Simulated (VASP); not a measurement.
Consider the following.

```yaml
crystal:
  lattice:
    - [1.58064, -2.73775, 0.00000]
    - [1.58064, 2.73775, 0.00000]
    - [0.00000, 0.00000, 4.98636]
  atoms:
    - { symbol: Hf, position: [0.33333, 0.66667, 0.25000] }
    - { symbol: Hf, position: [0.66667, 0.33333, 0.75000] }
```

Level of theory: MS2 meta-GGA, VASP's PBE PAW potentials (set 64) (plane waves; VASP 6.6.1). Numerical set-up: 520 eV cut-off, 15×15×8 Γ-centred mesh, tetrahedra with Blöchl corrections, potentials Hf_pv.

Unless said otherwise, spin-orbit coupling is left out, though it shifts the bands of the heavy elements here.

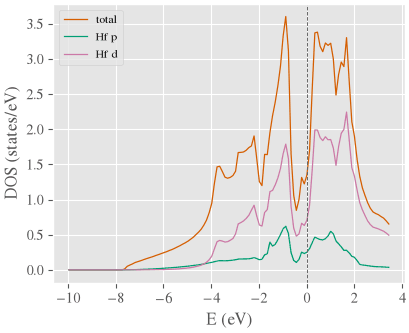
Fig. 1. Total and projected density of states, zero at the Fermi level

Within 2 eV below the Fermi level the largest weight inside VASP's projection spheres is Hf d, then Hf p.

It has no gap at this level: it comes out as a metal or semimetal.

The compound is Hf in the hcp structure. It was relaxed first.
